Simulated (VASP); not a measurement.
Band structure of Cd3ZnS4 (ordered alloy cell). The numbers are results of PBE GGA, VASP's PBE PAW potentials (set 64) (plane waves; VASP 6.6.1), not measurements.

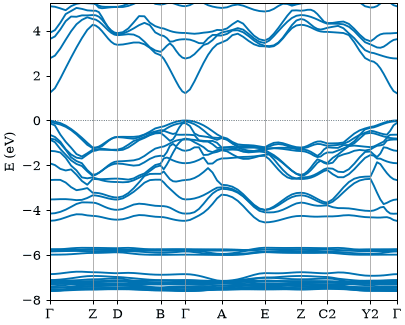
Figure. Bands along high-symmetry lines, zero at the valence-band maximum or, without a gap, the Fermi level

Q: Read the plot: is there a gap, and where are the band edges?

A: The gap is direct, 1.21 eV, from the valence maximum at Γ to the conduction minimum at Γ. (Edges off the drawn lines would not show.)

The structure was generated: Cd3ZnS4 was put into an ordered model structure (Pm), which need not be its known phase. It was relaxed first.
